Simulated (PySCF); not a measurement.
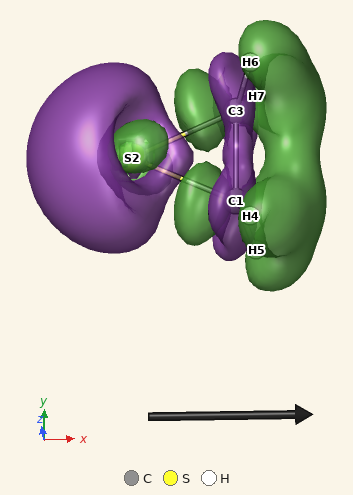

*C2H4S, SMILES `C1SC1`. Change of the electron density in a uniform field of 0.26 V/Å along +x (arrow), surfaces at ±0.0015 e/Å³ (purple: gain, green: loss).*

Method: ωB97X/def2-SVP; geometry: GFN2-xTB; program: PySCF. No frequency check shows the geometry to be a minimum. A basis without diffuse functions makes polarisabilities too small. GFN2-xTB bond lengths at metals and heavier atoms can be off by up to 0.1 Å and shapes distorted, which carries into these values.

The field was applied in both directions; the picture shows the one opposite to the script's first.

### What dipole is induced, and what polarisability does it imply?

The induced dipole is 0.50 D (along the field); α along this axis, from the fields in both directions, is 39 bohr³ (5.8 Å³).

Run time: 10 s on 1 thread of Arm Neoverse V1, with other jobs on the host, peak memory 0.33 GiB.
